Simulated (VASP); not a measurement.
Band structure of WC (wc). Calculation: optB88-vdW, VASP's PBE PAW potentials (set 64) (plane waves; VASP 6.6.1).

Unless said otherwise, spin-orbit coupling is left out, though it shifts the bands of the heavy elements here.

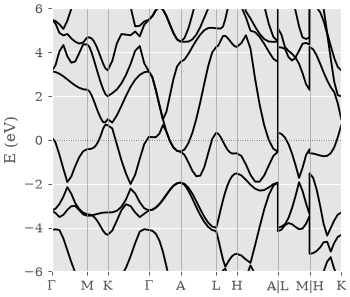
Fig. 1. Bands along high-symmetry lines, zero at the valence-band maximum or, without a gap, the Fermi level

Task: Read the plot: is there a gap, and where are the band edges?

Result: It has no gap at this level: it comes out as a metal or semimetal. (Edges off the drawn lines would not show.)

The compound is WC in the wc structure. It was relaxed first.
